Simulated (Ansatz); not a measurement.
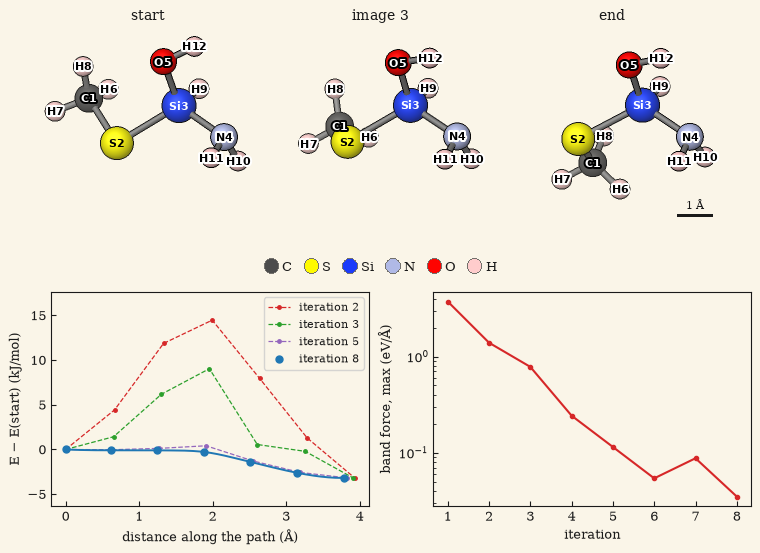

A nudged-elastic-band calculation for CH7NOSSi. Images are numbered from 0 (start) to 6 (end). The plot follows the band through its iterations. Style: ball-and-stick. Shown at a tilt.

Level of theory: RKS r2SCAN/STO-3G in Ansatz. Set-up: 5 movable images; climbing image; force threshold 0.05 eV/Å; iteration limit 60; starting path through a guess of the saddle point.

Q: How did the profile develop, and is the result final?

A: The run is converged, with reservations. The band converged in 8 iterations. The largest component of the band force went from 3.7 to 0.035 eV/Å. The first iteration put the highest image at 65.87 kJ/mol. No barrier shows: the energy is highest at the start, and the end lies 3.18 kJ/mol below the start.

Limits of the set-up: STO-3G is a minimal basis, so the numbers are rough.

The run took 120 s on 1 thread of Intel(R) Xeon(R) Platinum 8488C (Sapphire Rapids) (shared host), peak memory 0.14 GiB.
